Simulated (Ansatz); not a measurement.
Cost and result by functional for the adsorption energy of H2O on the 1x1 (111) surface of fcc Al, one in a 2x2 cell, started at the site 'hollow Al-Al-Al over Al at depth 2.3 Å', in Ansatz (plane waves, PAW). Single points on the PBE structure, on one kind of machine; costs are rough ratios of the slab run's core time (references not counted) to the cheapest single point. r2SCAN's cost holds its higher cutoff (500 against 420 eV). Differences are taken against r2SCAN for comparison alone: no measured value is at hand, so the table doesn't rank accuracy.

Slab: 19 atoms, 7.0 Å thick at the start under the adsorbate (thin: gaps and levels are the slab's own); k 6x6x1, smearing 0.1 eV, dipole-corrected; 8 atoms held, the rest relaxed; no symmetry held; no spin, no spin-orbit, no U, no dispersion correction. At the end it is bonded to Al. In PBE it is, or lies within 0.03 eV of, the lowest of the starts that converged. These notes are the PBE run's. Adsorption energies are against H2O(g). A negative adsorption energy means that the adsorbate is more stable on the surface than in its reference.

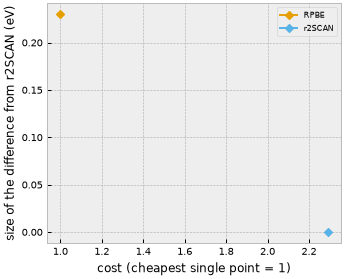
Difference from r2SCAN against cost

| functional | relative cost | adsorption energy (eV) | less r2SCAN (eV) |
|---|---|---|---|
| RPBE | 1 | -0.05 | 0.23 |
| r2SCAN | 2 | -0.28 | 0.00 |
| PBE (the relaxed run's value) | – | -0.23 | 0.04 |

The values span 0.23 eV, while the single points' costs differ by a factor of roughly 2. Differences are of unrounded values.

Ansatz is an electronic-structure program.
